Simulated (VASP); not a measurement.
Band structure of Si₂Ru (relaxed from the MoSi2 structure, space group I4/mmm). Computed with r2SCAN meta-GGA, VASP's PBE PAW potentials (set 64) (plane waves; VASP).

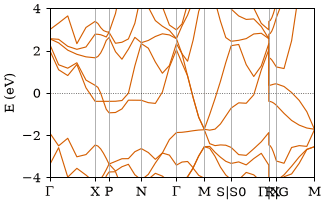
Bands along high-symmetry lines, zero at the valence-band maximum or, without a gap, the Fermi level

### Question
Read the plot: is there a gap, and where are the band edges?

### Answer
It has no gap at this level: it comes out as a metal or semimetal.

The structure was generated: Si2Ru was put into the MoSi2 type (I4/mmm), which need not be its known phase. It was relaxed first, which changed the volume by +6 %.
